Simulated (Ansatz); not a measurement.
# Thickness series of a Y/MoTe2/Lu junction, part 2 of 5

Wanted: T(E), the conductance and its decay constant for Y/MoTe2/Lu. The lower electrode is Y hcp(0001), the upper one Lu hcp(0001); the barrier is MoTe2 2H layers (two layers in the relaxed core). In the first transport cell, after relaxation, the nearest pair of electrode and barrier is Y–Te at 3.10 Å, along the normal, at the lower face and Lu–Te at 3.06 Å, along the normal, at the upper one. All share a net of side 3.66 Å, which strains the lower electrode by +0.0 %, the upper one by +4.0 % and the barrier by +4.0 %, against typed lattice constants near PBE's. The first steps treat the bulk electrodes alone.

Ansatz 0.2.0; PBE+D3(BJ) DFT, plane waves, PAW files (the session's first sound run).

So far: The structure; The strained electrode, electrode Y hcp(0001); The strained electrode, electrode Lu hcp(0001).

## Step 4: Relaxing the interfaces

System of this step: Y/MoTe2/Lu. The cell holds 14 atoms: 4 Y, 4 Te, 2 Mo and 4 Lu. Its edges and angles: a = 3.660 Å, b = 3.660 Å, c = 48.902 Å, α = 90.0°, β = 90.0°, γ = 120.0°. Vacuum lies along c.

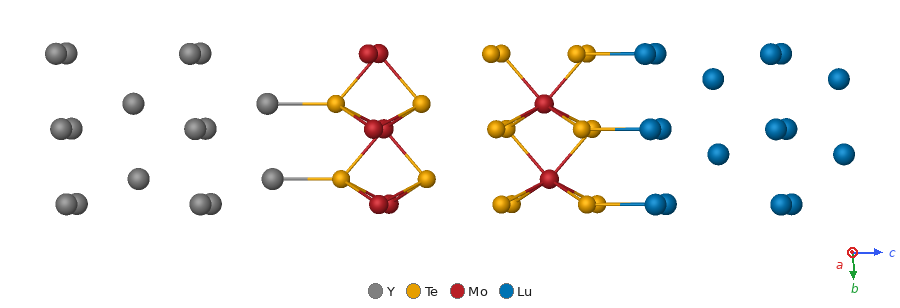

The cell of this step (yttrium grey, tellurium orange, molybdenum red, lutetium blue). Bonds to atoms that aren't drawn are left out. 1×2×1 cells are drawn. Some periodic images of atoms are drawn too.

The starting distances are typed guesses, too rough for a quantity that is exponential in distance. A short slab in vacuum serves: only the barrier and the layers next to it are taken over, and later cells can add or drop layers in the barrier's middle. The dipole correction removes the field that unlike faces would set up across the vacuum. Dispersion is added because the sheets are held by van der Waals forces.

The input, input.yaml:

```yaml
crystal:
  lattice:
    - [3.66, 0.0, 0.0]
    - [-1.83, 3.1696529779, 0.0]
    - [0.0, 0.0, 48.9015653409]
  atoms:
    - { symbol: "Y", position: [0.0, 0.0, 0.1635939452] }
    - { symbol: "Y", position: [0.33333333, 0.66666667, 0.2215675495] }
    - { symbol: "Y", position: [0.0, 0.0, 0.2795411538] }
    - { symbol: "Y", position: [0.33333333, 0.66666667, 0.3375147582] }
    - { symbol: Te, position: [0.33333333, 0.66666667, 0.3968175633] }
    - { symbol: Mo, position: [0.0, 0.0, 0.4338306934] }
    - { symbol: Te, position: [0.33333333, 0.66666667, 0.4708438235] }
    - { symbol: Te, position: [0.0, 0.0, 0.5399622653] }
    - { symbol: Mo, position: [0.33333333, 0.66666667, 0.5769753954] }
    - { symbol: Te, position: [0.0, 0.0, 0.6139885255] }
    - { symbol: Lu, position: [0.0, 0.0, 0.6732913307] }
    - { symbol: Lu, position: [0.66666667, 0.33333333, 0.7276629054] }
    - { symbol: Lu, position: [0.0, 0.0, 0.7820344801] }
    - { symbol: Lu, position: [0.66666667, 0.33333333, 0.8364060548] }
kpoints:
  mp_grid: { grid: [8, 8, 1] }
scf:
  occupations: { method: fermi_dirac, width: 0.1 }
  max_iter: 150
hamiltonian:
  xc: pbe
  dispersion: d3bj
efield:
  axis: 3
  dipole_correction: true
relax:
  f_tol: 0.04
  max_steps: 60
output:
  forces: true
```

Started as:

```bash
$ ansatz run input.yaml --threads 4 --pin off --max-ram 12288MiB --backend cpu --events-out ev --progress --plain --runs-dir out
```

Numbers of over 12 decimals in the logs are rounded to 6 here.

The program printed:

```text
[...]
Crystal: 14 atoms, lattice volume = 567.304 Å³
Basis set: ecut = 420 eV, 10951 PW (Γ), exchange–correlation on 50×50×720 points (8 copies of the dense FFT grid, shifted against one another)
Bands: 142, of which v1, the nominal top of the filled ones, is band 118 counted from 1 (117 counted from 0)
Symmetry: 6 space group operations
[...]
k-points: 10 of 64 (time reversal used)
[...]
SCF iter   1: F=—  HF=-112161.838627 eV  |F-HF|=—  |Δ(HF+E_count)|=         —  Δρ=1.36e-2  dr2=3.17e2  ethr=1.77e-3  p=0.016 e·Å  D=5.08e-3 V/Å  ΔV_dip=-0.25 eV  dr2_dipole=5.03e2  V_vac-E_F(+/−)=3.20/3.46 eV  ⟨swp⟩=8.4  Hψ=6378  notcnv=0
efield: sawtooth ramp at fractional position 0.9500 (placed from the atoms, in the widest stretch of the axis that holds none; the zero of the levels goes with the place), width 0.1000; the density the first Hamiltonian is built on has a dipole p = 0.016 e·Å; the dipole correction subtracts the counter field D = 5.08e-3 V/Å, which shifts the + side's vacuum level by -0.25 eV against the − side's; the planar-averaged density in the ramp window peaks in size at 1.9e-4 e/Å³
[...]
SCF iter   2: F=—  HF=-112161.242863 eV  |F-HF|=—  |Δ(HF+E_count)|=   5.96e-1  Δρ=4.98e-3  dr2=2.48e1  ethr=1.77e-3  p=-0.024 e·Å  D=-7.52e-3 V/Å  ΔV_dip=0.37 eV  dr2_dipole=4.40e1  V_vac-E_F(+/−)=3.40/3.03 eV  ⟨swp⟩=3.8  Hψ=1999  notcnv=0
[...]
SCF iter   9: F=-112161.153579 eV  HF=-112161.153609 eV  |F-HF|=3.02e-5  |Δ(HF+E_count)|=   3.12e-6  Δρ=2.47e-5  dr2=2.43e-5  ethr=1.69e-8  p=0.000 e·Å  D=2.35e-6 V/Å  ΔV_dip=-0.00 eV  dr2_dipole=1.08e-5  V_vac-E_F(+/−)=3.35/3.35 eV  ⟨swp⟩=5.3  Hψ=6229  notcnv=0
WARN: efield: at this solve's end the planar-averaged density reaches 1.04e-4 e/Å³ inside the ramp window [0.9296, 0.0704] (bound 1e-5 e/Å³); the window's nearer edge stands 4.55 Å from this solve's nearest atom along the axis. Its work functions, free energy, forces, stress, dipole, levels and responses can be off, and this figure does not tell by how much. The cell may have no vacuum along `efield.axis`. A short vacuum, a low `basis.ecutwfc` or `basis.ecutrho_ratio` and negative occupations (`scf.occupations.method`) can put density there. See the manual's quickstart, § The vacuum guard
SCF 1 converged in 9 iterations: F = -112161.153579 eV  dr2 = 2.43e-5
[...]
relax step   1: F+E_penalty+E_count = -112161.15357922 eV  Δ(F+E_penalty+E_count) = +0.000e0 eV  max|allowed force component| = 1.158e0 eV/Å  Δτ_max = 0.0000 Å  (9 SCF iters, dr2 threshold 4.00e-5 eV, accepted)
[...]
SCF iter   1: F=—  HF=-112161.302386 eV  |F-HF|=—  |Δ(HF+E_count)|=         —  Δρ=8.25e-3  dr2=2.69e0  ethr=1.11e-3  p=0.000 e·Å  D=3.14e-6 V/Å  ΔV_dip=-0.00 eV  dr2_dipole=2.68e-1  V_vac-E_F(+/−)=3.38/3.38 eV  ⟨swp⟩=1.4  Hψ=5906  notcnv=0
efield: sawtooth ramp at fractional position 0.9500 (handed on by an earlier solve), width 0.1000; the density the first Hamiltonian is built on has a dipole p = 0.000 e·Å; the dipole correction subtracts the counter field D = 3.14e-6 V/Å, which shifts the + side's vacuum level by -0.00 eV against the − side's; the planar-averaged density in the ramp window peaks in size at 8.4e-5 e/Å³
[...]
SCF iter   2: F=—  HF=-112161.177519 eV  |F-HF|=—  |Δ(HF+E_count)|=   1.25e-1  Δρ=3.03e-3  dr2=2.89e-1  ethr=1.11e-3  p=-0.001 e·Å  D=-2.64e-4 V/Å  ΔV_dip=0.01 eV  dr2_dipole=4.90e-4  V_vac-E_F(+/−)=3.31/3.30 eV  ⟨swp⟩=4.9  Hψ=2134  notcnv=0  defer=1
[...]
SCF iter   8: F=-112161.160315 eV  HF=-112161.160360 eV  |F-HF|=4.48e-5  |Δ(HF+E_count)|=   3.66e-6  Δρ=2.75e-5  dr2=4.28e-5  ethr=3.55e-8  p=0.001 e·Å  D=4.13e-4 V/Å  ΔV_dip=-0.02 eV  dr2_dipole=3.73e-6  V_vac-E_F(+/−)=3.32/3.34 eV  ⟨swp⟩=4.6  Hψ=7226  notcnv=0
[...]
SCF 2 converged in 8 iterations: F = -112161.160315 eV  dr2 = 4.28e-5
[...]
relax step   2: F+E_penalty+E_count = -112161.16031479 eV  Δ(F+E_penalty+E_count) = -6.736e-3 eV  max|allowed force component| = 1.444e0 eV/Å  Δτ_max = 0.1923 Å  (8 SCF iters, dr2 threshold 8.38e-5 eV, accepted)
[...]
SCF iter   8: F=-112161.349593 eV  HF=-112161.349617 eV  |F-HF|=2.46e-5  |Δ(HF+E_count)|=   1.36e-6  Δρ=2.63e-5  dr2=1.23e-5  ethr=4.24e-8  p=0.001 e·Å  D=4.17e-4 V/Å  ΔV_dip=-0.02 eV  dr2_dipole=7.41e-6  V_vac-E_F(+/−)=3.32/3.34 eV  ⟨swp⟩=4.7  Hψ=7228  notcnv=0
[...]
SCF 3 converged in 8 iterations: F = -112161.349593 eV  dr2 = 1.23e-5
relax step   3: F+E_penalty+E_count = -112161.34959265 eV  Δ(F+E_penalty+E_count) = -1.893e-1 eV  max|allowed force component| = 1.725e-1 eV/Å  Δτ_max = 0.1925 Å  (8 SCF iters, dr2 threshold 1.00e-4 eV, accepted)
[...]
relax step   4: F+E_penalty+E_count = -112161.34882545 eV  Δ(F+E_penalty+E_count) = +7.672e-4 eV  max|allowed force component| = 8.208e-2 eV/Å  Δτ_max = 0.0875 Å  (9 SCF iters, dr2 threshold 1.86e-6 eV, rejected (line search))
SCF iter   1: F=—  HF=-112161.364310 eV  |F-HF|=—  |Δ(HF+E_count)|=         —  Δρ=2.79e-3  dr2=2.31e-1  ethr=2.81e-3  p=0.001 e·Å  D=3.58e-4 V/Å  ΔV_dip=-0.02 eV  dr2_dipole=4.63e-2  V_vac-E_F(+/−)=3.31/3.33 eV  ⟨swp⟩=5.6  Hψ=2970  notcnv=0
[...]
SCF iter  10: F=-112161.356007 eV  HF=-112161.356007 eV  |F-HF|=1.05e-7  |Δ(HF+E_count)|=   1.09e-8  Δρ=2.42e-6  dr2=6.27e-8  ethr=4.24e-11  p=0.001 e·Å  D=4.12e-4 V/Å  ΔV_dip=-0.02 eV  dr2_dipole=1.27e-8  V_vac-E_F(+/−)=3.33/3.35 eV  ⟨swp⟩=6.2  Hψ=7490  notcnv=0
[...]
SCF 5 converged in 10 iterations: F = -112161.356007 eV  dr2 = 6.27e-8
relax step   5: F+E_penalty+E_count = -112161.35600702 eV  Δ(F+E_penalty+E_count) = -6.414e-3 eV  max|allowed force component| = 7.780e-3 eV/Å  Δτ_max = 0.0403 Å  (10 SCF iters, accepted)
SCF converged after 10 iterations
Free energy (F): -112161.356007 eV
[...]
Internal energy: -112160.701184 eV  (E = F + TS)
E sigma→0 (E₀):  -112161.028596 eV
Entropy (-TS):   -0.654823 eV (-46.773 meV/atom)
Fermi energy:    7.581842 eV
Dipole field:    D = 0.000322 V/Å  (p = 0.001009 e·Å, saw-weighted, corrected)
Work function:   Φ+ = 3.3290 eV   Φ− = 3.3447 eV
Levels:          The Fermi level and band energies are counted from a zero that moves with the ramp; work functions are not
Vacuum region:   at the solve's end the planar-averaged density reaches 7.63e-5 e/Å³ inside the ramp window [0.9296, 0.0704] (bound 1e-5 e/Å³)
[...]
--- Forces (eV/Å), atoms counted from 1 ---
  atom   1  Y     -0.00000000     0.00000000     0.00401869
  atom   2  Y      0.00000000    -0.00000000     0.00425670
  atom   3  Y     -0.00000000     0.00000000     0.00173439
  atom   4  Y      0.00000000    -0.00000000     0.00029753
  atom   5  Te    -0.00000000     0.00000000     0.00145037
  atom   6  Mo     0.00000000    -0.00000000    -0.00778238
  atom   7  Te    -0.00000000     0.00000000     0.00366000
  atom   8  Te     0.00000000    -0.00000000    -0.00248905
  atom   9  Mo    -0.00000000     0.00000000     0.00556723
  atom  10  Te     0.00000000    -0.00000000     0.00031602
  atom  11  Lu     0.00000000    -0.00000000    -0.00124369
  atom  12  Lu    -0.00000000     0.00000000    -0.00260992
  atom  13  Lu     0.00000000    -0.00000000    -0.00327165
  atom  14  Lu    -0.00000000     0.00000000    -0.00394114
  max |Σ_I F_I| component: 3.69e-5 eV/Å
--- Relaxed structure (5 steps of the walk, 4 accepted, 0 SCFs on fresh bases) ---
  F+E_penalty+E_count = -112161.35600702 eV   max|allowed force component| = 7.780e-3 eV/Å
  atoms:
    - { symbol: Y, position: [3.872227328148316e-17, -3.304235202184164e-17, 0.167062] }
    - { symbol: Y, position: [0.333333, 0.666667, 0.223022] }
    - { symbol: Y, position: [3.760281949665025e-17, -3.304235202184164e-17, 0.280745] }
    - { symbol: Y, position: [0.333333, 0.666667, 0.337645] }
    - { symbol: Te, position: [0.333333, 0.666667, 0.401032] }
    - { symbol: Mo, position: [3.8613594188934676e-17, -3.304235202184164e-17, 0.437079] }
    - { symbol: Te, position: [0.333333, 0.666667, 0.472925] }
    - { symbol: Te, position: [3.6127273852844183e-17, -3.304235202184164e-17, 0.538182] }
    - { symbol: Mo, position: [0.333333, 0.666667, 0.574070] }
    - { symbol: Te, position: [3.5038563382562554e-17, -3.304235202184164e-17, 0.610007] }
    - { symbol: Lu, position: [3.6699340802262055e-17, -3.304235202184164e-17, 0.672668] }
    - { symbol: Lu, position: [0.666667, 0.333333, 0.726229] }
    - { symbol: Lu, position: [3.6109284926831354e-17, -3.304235202184164e-17, 0.780218] }
    - { symbol: Lu, position: [0.666667, 0.333333, 0.833145] }
```

The job ended after 2.4 min (4 threads of Arm Neoverse V1, shared host; peak memory 2.1 GiB).

The steps of the relaxation:

```tsv
step	energy less that of the first step (eV)	largest force component (eV/Å)
1	0.0000	1.1577
2	-0.0067	1.4441
3	-0.1960	0.1725
4	-0.1952	0.0821
5	-0.2024	0.0078
```

Relaxation step 4 was tried and not accepted.

The run keeps the 6 symmetry operations that it works with, so distortions that break them were not tested.

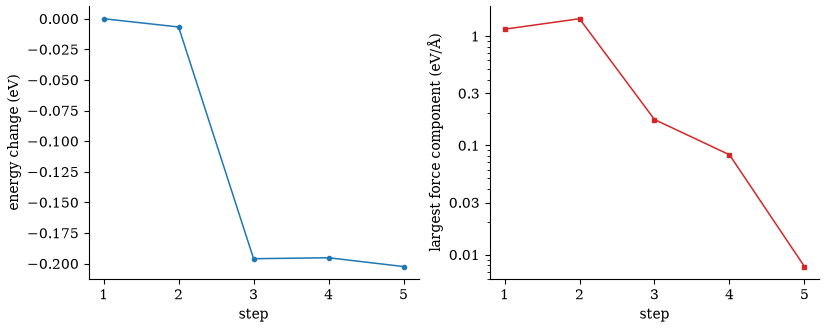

Energy and largest force along the relaxation.

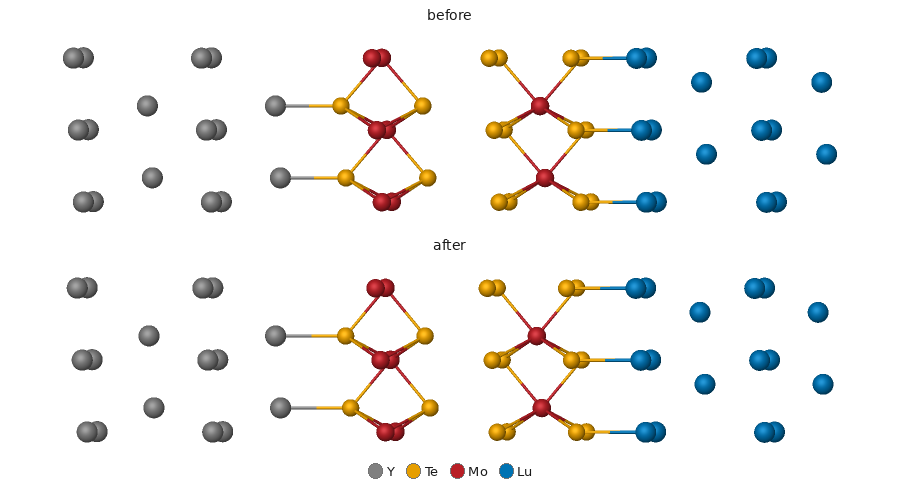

The structure before and after the relaxation, drawn at the same scale. Bonds to atoms that aren't drawn are left out.

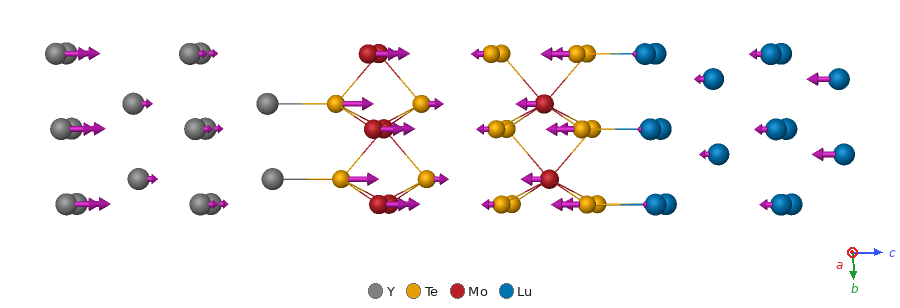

Displacements in the relaxation, exaggerated; the longest in the cell stands for 0.21 Å. Bonds to atoms that aren't drawn are left out. 1×2×1 cells are drawn. Some periodic images of atoms are drawn too.

The atoms that moved most (Å):

```tsv
atom	dx	dy	dz	length
Te5	0.000	0.000	0.206	0.206
Te10	0.000	0.000	-0.195	0.195
Y1	0.000	0.000	0.170	0.170
Lu14	0.000	0.000	-0.159	0.159
Mo6	0.000	0.000	0.159	0.159
Mo9	0.000	0.000	-0.142	0.142
Te7	0.000	0.000	0.102	0.102
Lu13	0.000	0.000	-0.089	0.089
```

Numbers from this step:

```
free energy  : -112161.3560 eV
Fermi energy : 7.582 eV
```

The largest force component on a free atom ends at 0.0078 eV/Å. At one or more of this run's solves the program warned of density in the dipole ramp over its bound, where dipole, forces and levels can be off.

(Continued in part 3 of 5.)

[Logs are printed without paths, hosts, clocks, repeated set-up lines and the standing remarks that a program may print on its own settings, such as how far it seeks lower states.]

[Hosts, paths, dates, database ids (printed as entryN), source tags and the programs' standing remarks are cut or masked in the printed files.]
